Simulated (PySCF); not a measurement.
**GeH2S2F2 (SMILES [F][Ge]([F])([SH])[SH]): levels of theory compared**

Aim: a comparison of 5 runs (HF/STO-3G, HF/def2-SVP, TPSS/6-311G**, r2SCAN/6-311G**, MP2/pcseg-1) of GeH2S2F2. 

The calculation is run with PySCF 2.14.0.

### 1 The structure to begin with

The species is GeH2S2F2 (7 atoms), meant as a singlet with charge 0. As SMILES, `[F][Ge]([F])([SH])[SH]`. The shape is that of a PBE0-D4/def2-TZVP optimisation. This is one conformer, not always the lowest.

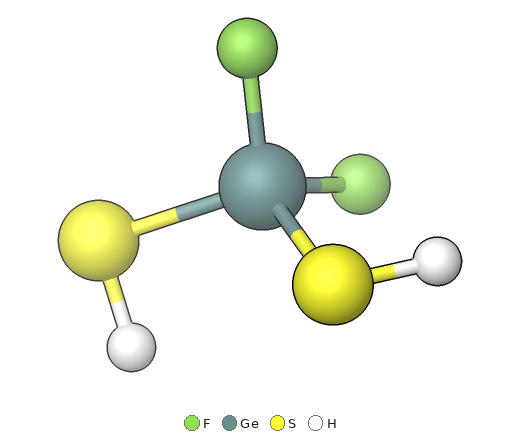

The structure, seen from a chosen angle (fluorine green, germanium teal, sulfur yellow, hydrogen white).

### 2 Energy and gradient at HF/STO-3G (run 1)

Input file run.py:

```python
import pyscf.grad
from pyscf import gto, scf

mol = gto.Mole()
mol.atom = [
    ('F', (1.043800, -1.520600, 1.071100)),
    ('Ge', (0.210700, -0.388200, 0.080500)),
    ('F', (-0.990800, -1.350700, -0.695600)),
    ('S', (-0.844100, 1.137600, 1.236400)),
    ('S', (1.714300, 0.386200, -1.296800)),
    ('H', (-1.936500, 0.359000, 1.340200)),
    ('H', (0.864000, 1.308500, -1.781400)),
]
mol.spin = 0
mol.max_memory = 1860
mol.verbose = 3
mol.basis = 'sto-3g'
mol.build()

mf = scf.RHF(mol)
mf.conv_tol = 1e-10
mf.kernel()
if not mf.converged:
    mf = mf.newton().run(mf.mo_coeff, mf.mo_occ)

etot = mf.e_tot
print(f'total energy: {etot:.8f} hartree')
grad = mf.Gradients().kernel()
mf.analyze()
```

Launch:

```bash
OMP_NUM_THREADS=1 python run.py
```

What it wrote:

```text
converged SCF energy = -3035.42189515483
[... 14 lines left out ...]
MO #3   energy= -90.7364453268369  occ= 2
[... 8 lines left out ...]
MO #12  energy= -6.56112177394335  occ= 2
[... 8 lines left out ...]
MO #21  energy= -4.60200530195642  occ= 2
[... 8 lines left out ...]
MO #30  energy= -0.736583668686978 occ= 2
[... 8 lines left out ...]
MO #39  energy= -0.363940783406493 occ= 2
[... 8 lines left out ...]
MO #48  energy= 0.504417874667123  occ= 0
[... 8 lines left out ...]
Dipole moment(X, Y, Z, Debye): -0.92474,  0.97727, -0.32545
```

Wall time 8.4 s (1 thread of Intel Xeon at 2.50GHz (Skylake/Cascade Lake), shared host); peak memory 0.12 GiB.

### 3 Energy and gradient at HF/def2-SVP (run 2)

Input file mol.xyz:

```xyz
7

F      1.043800    -1.520600     1.071100
Ge     0.210700    -0.388200     0.080500
F     -0.990800    -1.350700    -0.695600
S     -0.844100     1.137600     1.236400
S      1.714300     0.386200    -1.296800
H     -1.936500     0.359000     1.340200
H      0.864000     1.308500    -1.781400
```

Input file calc.py:

```python
# [F][Ge]([F])([SH])[SH]
import pyscf.grad
from pyscf import gto, scf

mol = gto.M(
    atom='mol.xyz',
    max_memory=1860,
    basis='def2-svp',
    verbose=4,
    spin=0,
)

myscf = scf.RHF(mol)
myscf.conv_tol = 1e-10
myscf.kernel()
if not myscf.converged:
    myscf = myscf.newton().run(myscf.mo_coeff, myscf.mo_occ)

e_tot = myscf.e_tot
print(f'total energy: {e_tot:.8f} hartree')
grad = myscf.Gradients().kernel()
myscf.analyze()
```

Launch:

```bash
OMP_NUM_THREADS=1 python calc.py
```

What it wrote:

```text
PySCF version 2.14.0

[... 92 lines left out ...]
MO #6   energy= -46.3313814387605  occ= 2
[... 19 lines left out ...]
MO #26  energy= -1.74452599784629  occ= 2
[... 19 lines left out ...]
MO #46  energy= 0.167557768005429  occ= 0
[... 19 lines left out ...]
MO #66  energy= 0.923175379742419  occ= 0
[... 19 lines left out ...]
MO #86  energy= 1.8355349662018    occ= 0
[... 19 lines left out ...]
MO #106 energy= 3.96900545712562   occ= 0
[... 116 lines left out ...]
Dipole moment(X, Y, Z, Debye): -1.06773,  2.45452, -0.52860
```

Wall time 46 s (1 thread of Intel Xeon at 2.50GHz (Skylake/Cascade Lake), shared host); peak memory 0.24 GiB.

Runs 3 to 4 aren't shown in full; the table further down has their settings and results.

### 4 Energy and gradient at MP2/pcseg-1 (run 5)

mol.xyz is that of step 3.

Input file calc.py:

```python
import pyscf.grad
from pyscf import gto, scf, mp

molecule = gto.M(
    atom='mol.xyz',
    basis='pcseg-1',
    max_memory=1860,
    verbose=4,
    spin=0,
)

calc0 = scf.RHF(molecule)
calc0.conv_tol = 1e-10
calc0.kernel()
if not calc0.converged:
    calc0 = calc0.newton().run(calc0.mo_coeff, calc0.mo_occ)

pt = mp.MP2(calc0, frozen=21).run()
e_tot = pt.e_tot
print(f'total energy: {e_tot:.8f} hartree')
grad = pt.Gradients().kernel()
dip = calc0.dip_moment()
pop, q = calc0.mulliken_pop()
```

Launch:

```bash
OMP_NUM_THREADS=1 python calc.py
```

What it wrote:

```text
PySCF version 2.14.0

[... 65 lines left out ...]
converged SCF energy = -3070.20169284353
[... 8 lines left out ...]
total energy: -3070.93324959 hartree
[... 10 lines left out ...]
Dipole moment(X, Y, Z, Debye): -1.03936,  2.59202, -0.54953
[... 109 lines left out ...]
charge of    6H =      0.14148
```

Wall time 97 s (1 thread of Intel Xeon at 2.50GHz (Skylake/Cascade Lake), shared host); peak memory 1 GiB.

### 5 All runs side by side

| run | level | integration grid | frozen core orbitals | energy (Eh) | dipole moment (D) of the reference | HOMO energy (eV) | LUMO energy (eV) | wall time |
| --- | --- | --- | --- | --- | --- | --- | --- | --- |
| 1 | HF/STO-3G | – | – | -3035.421895 | 1.38 | -7.82 | 8.47 | 8.4 s |
| 2 | HF/def2-SVP | – | – | -3069.926251 | 2.73 | -11.38 | 3.11 | 46 s |
| 3 | TPSS/6-311G** | 5 | – | -3074.474694 | 2.32 | -7.30 | -2.30 | 3.3 min |
| 4 | r2SCAN/6-311G** | 5 | – | -3074.299365 | 2.43 | -7.52 | -2.18 | 3.3 min |
| 5 | MP2/pcseg-1 | – | 21 | -3070.933250 | 2.85 | -11.51 | 2.33 | 97 s |

### 6 Summary of results

| quantity | value |
| --- | --- |
| run 5: total energy | -3070.93325 Eh |
| run 5: dipole moment (Hartree–Fock density) | 2.85 D |
| run 5: HOMO energy (Hartree–Fock orbitals) | -11.51 eV |
| run 5: LUMO energy (Hartree–Fock orbitals) | 2.33 eV |
| run 5: HOMO–LUMO gap (Hartree–Fock orbitals) | 13.84 eV |
| run 5: correlation energy (21 core orbitals frozen) | -731.6 mEh |
| run 5: largest force on an atom | 1.262 eV/Å |

In words: Over runs 1, 2, 3, 4 the dipole moment (its size) runs from 1.38 D (HF/STO-3G) to 2.73 D (HF/def2-SVP). Over runs 1, 2, 3, 4 the HOMO–LUMO gap runs from 5.01 eV (TPSS/6-311G**) to 16.29 eV (HF/STO-3G). The two ends differ in method and basis. Totals of different functionals can't be ranked against each other. In run 1 the basis is minimal, so the values are rough. All runs together took 9.1 min, the longest 3.3 min.
